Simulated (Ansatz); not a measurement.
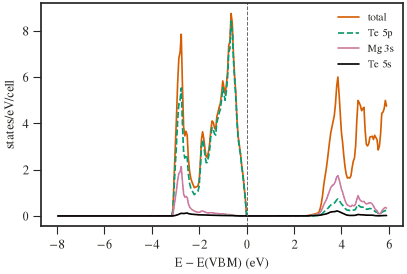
*Total and projected density of states of MgTe (wurtzite, P6_3mc), PBE in the plane-wave PAW code Ansatz*

**Question.** Which orbitals carry the states next to the gap?

**Answer.** Top 1 eV of the valence band: Te 5p 96 %. Bottom 1 eV of the conduction band: Mg 3s 40 %, Te 5p 13 %, Te 5s 7 %, outside the projected shells 40 %. Projections are on Löwdin-orthogonalised atomic valence shells; empty p or d shells of many metals are not among them.

**Question.** Where is the tallest occupied peak in this window, and what makes it?

**Answer.** Near -0.7 eV, about 8.7 states/eV per cell; the largest projected share is Te 5p.

The cell was relaxed with PBE under the symmetry of its start. Scalar-relativistic: spin–orbit coupling is off unless named, which matters more the heavier the elements.

Potentials: the earlier of the program's two PAW sets.
